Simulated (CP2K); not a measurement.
Consider dichlorosilane at its PBE geometry (Å).

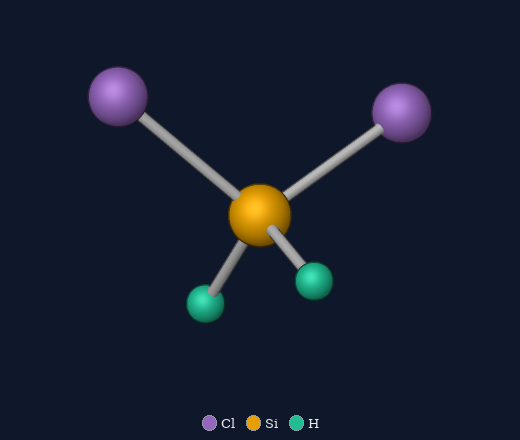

The molecule (chlorine purple, silicon orange, hydrogen teal).

```xyz
5

Cl   -1.6649    1.0595   -0.0417
Si   -0.0026   -0.1404    0.0069
Cl    1.7034    0.9956   -0.0583
H    -0.0108   -0.8976    1.2790
H    -0.0251   -1.0171   -1.1859
```

Method: CP2K XAS_TDP, all-electron GAPW, PBEh(45%), aug-pc-2, TDA, GW2X-corrected core level, ZORA, spin–orbit coupling.

Where do the Si L₂,₃-edge lines lie, and how strong are they?

Leading lines: Si2 104.54 eV. The leading line of an atom is its first one with 35 % of the strongest within 2.5 eV of its lowest line over the strength cut. Core ionisation energies at this level: Si2 108.31/108.33/108.89 eV; the 2p½ level lies 0.56 eV above the 2p3/2 pair.

The first six lines of each atom with a strength over 0.0003:

```tsv
atom	energy (eV)	states	strength, one atom	above the computed threshold
Si2 (bonded to 2 Cl and 2 H)	103.73	1	0.0007	
	103.92	1	0.0009	
	103.94	1	0.0035	
	104.02	3	0.0093	
	104.17	2	0.0019	
	104.25	1	0.0023
```

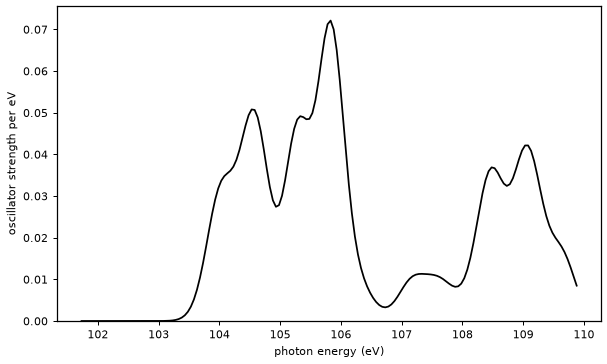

All atoms added, broadened by 0.5 eV.

Lines are vertical, at one geometry, with no vibrational structure. GW2X ionisation energies and lines can be off by 1 to 2 eV either way, and a good line position may hide errors that cancel. Rydberg lines, and the discretised continuum above threshold, depend on the basis and the box.

[Banner, clock and machine lines of the logs are left out without a mark of their own.]

[Logs are printed without paths, hosts, clocks, repeated set-up lines and the standing remarks that a program may print on its own settings, such as how far it seeks lower states.]

[Hosts, paths, dates, database ids (printed as entryN), source tags and the programs' standing remarks are cut or masked in the printed files.]
